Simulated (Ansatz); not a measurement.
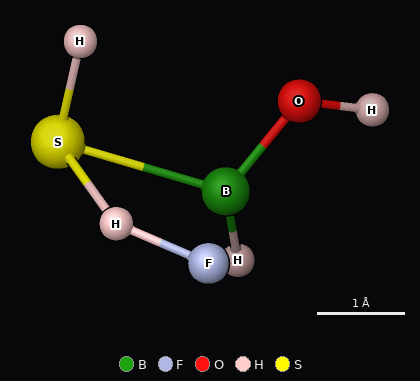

Figure 1. The input geometry (ball-and-stick view, seen at a tilt). Bond lengths as drawn: B–H 1.20 Å, B–O 1.36 Å, B–S 2.03 Å, F–H 1.16 Å, H–O 0.95 Å and H–S 1.34 to 1.62 Å.

# Frequency calculation, with input and output: BH4SOF

System: BH4SOF.
Method: RKS BHLYP-D4/def2-SVP (Ansatz 0.2.0).

It belongs to a series of runs on one base structure; here: vibrations at the highest image of the band.

Input file
```yaml
crystal:
  periodic: [false, false, false]
  atoms:
    - { symbol: B, position_ang: [0.072319, 0.250139, 0.105549] }
    - { symbol: F, position_ang: [-0.319022, -0.341153, 1.54746] }
    - { symbol: O, position_ang: [1.365065, -0.060025, -0.188144] }
    - { symbol: H, position_ang: [1.454522, -0.698753, -0.88892] }
    - { symbol: H, position_ang: [-0.845667, 0.02121, -0.627609] }
    - { symbol: S, position_ang: [-0.093272, 2.108124, 0.897281] }
    - { symbol: H, position_ang: [1.211593, 2.233152, 1.187611] }
    - { symbol: H, position_ang: [-0.334737, 0.792807, 1.803871] }
basis:
  gaussian: { orbitals: def2-SVP }
hamiltonian:
  xc: { name: BHLYP }
  dispersion: d4
phonons: {}
```

Run on 1 thread of Arm Neoverse V2, 24 GiB of memory available, shared host.

Run as:
```bash
ansatz run input.yaml --threads 1 --pin off --max-ram 2048MiB --backend cpu --events-out ev --progress --plain --runs-dir out
```

Log
```
Engine: ansatz 0.2.0, aarch64-unknown-linux-gnu
Functional definition: BHLYP
  parameter a = 0.5
  exchange = (1 - a)*b88_x + a*exact_x
  correlation = lyp_c
842 factors; integrals over basis functions are off by at most 3.3e-4 eV
mean field evaluation 1: about -16328.5450 eV, gradient 4.3e1 eV
mean field evaluation 2: about -16328.1667 eV, gradient 4.7e1 eV
mean field evaluation 4: about -16331.8068 eV, gradient 8.4e-1 eV
mean field evaluation 8: about -16331.8923 eV, gradient 7.0e-2 eV
mean field evaluation 16: about -16331.8923 eV, gradient 3.7e-5 eV
mean field -16331.89228539 eV, -600.1859713338 hartree, gradient 3.7e-5 eV, S^2 0.000000; 0 other end points of the search recorded, 0 dependent functions left out
the calculation of the forces begins
reference -16331.89242359 eV, -600.1859764128 hartree; 21, 21 occupied and 59, 59 virtual orbitals, 842 factors
these checks for a lower state are left out or cut short: stability, starts, cluster_reference, orbital_swaps, neighbouring_geometries, increment
842 factors; integrals over basis functions are off by at most 3.3e-4 eV
mean field -16331.89211005 eV, -600.1859648902 hartree, gradient 2.8e-6 eV, S^2 0.000000; 0 other end points of the search recorded, 0 dependent functions left out
[... from here on the field's lines of each further geometry are left out, up to the last ...]
the calculation of the forces begins
reference -16331.89239978 eV, -600.1859755376 hartree; 21, 21 occupied and 59, 59 virtual orbitals, 842 factors
these checks for a lower state are left out or cut short: stability, starts, cluster_reference, orbital_swaps, neighbouring_geometries, increment
842 factors; integrals over basis functions are off by at most 3.3e-4 eV
mean field -16331.89225639 eV, -600.1859702683 hartree, gradient 1.9e-6 eV, S^2 0.000000; 0 other end points of the search recorded, 0 dependent functions left out
the calculation of the forces begins
reference -16331.89239459 eV, -600.1859753467 hartree; 21, 21 occupied and 59, 59 virtual orbitals, 842 factors
WARN: phonons: modes at or below zero, which the zero-point energy, F, S and C_V leave out: 1, the lowest at -1195.27 cm⁻¹. A minimum has none, and a first-order saddle one
Total energy: -16332.04642073 eV, -600.1916357032 hartree
Atom 0 at     0.072319     0.250139     0.105549 Å, force    -0.000557     0.000673     0.000457 eV/Å
Atom 1 at    -0.319022    -0.341153     1.547460 Å, force     0.000047    -0.000703    -0.000251 eV/Å
Atom 2 at     1.365065    -0.060025    -0.188144 Å, force    -0.000116     0.000020     0.000126 eV/Å
Atom 3 at     1.454522    -0.698753    -0.888920 Å, force     0.000111     0.000075    -0.000051 eV/Å
Atom 4 at    -0.845667     0.021210    -0.627609 Å, force     0.000031    -0.000122    -0.000084 eV/Å
Atom 5 at    -0.093272     2.108124     0.897281 Å, force     0.000309    -0.001319    -0.000080 eV/Å
Atom 6 at     1.211593     2.233152     1.187611 Å, force     0.000050     0.000298     0.000097 eV/Å
Atom 7 at    -0.334737     0.792807     1.803871 Å, force     0.000124     0.001079    -0.000213 eV/Å
Dipole moment:     0.140229     0.014452    -0.091379 e Å
Vibrations: -1195.27 213.60 312.51 364.19 433.11 491.29 544.30 730.41 763.62 987.37 1119.99 1126.52 1172.20 1311.58 1598.92 2702.96 2774.07 4047.54 cm⁻¹, zero-point energy 1.282876 eV
```

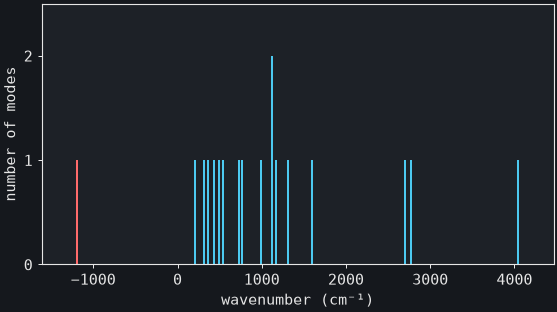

Figure 2. Harmonic vibrational wavenumbers from the force constants; neighbouring modes closer than 24 cm⁻¹ are counted in one stick, and imaginary ones are drawn at negative wavenumbers. 18 modes from 1195i to 4048 cm⁻¹, 1 imaginary beyond 8i (1195i cm⁻¹): a first-order saddle point, if the geometry is stationary.

Key numbers

| quantity | value |
| --- | --- |
| outcome | converged |
| total energy | −16332.0464 eV |
| mean-field energy | −16331.8924 eV |
| largest force (length of the vector) | 0.001 eV/Å |
| wall time | 71 s |
| peak memory | 0.15 GiB |
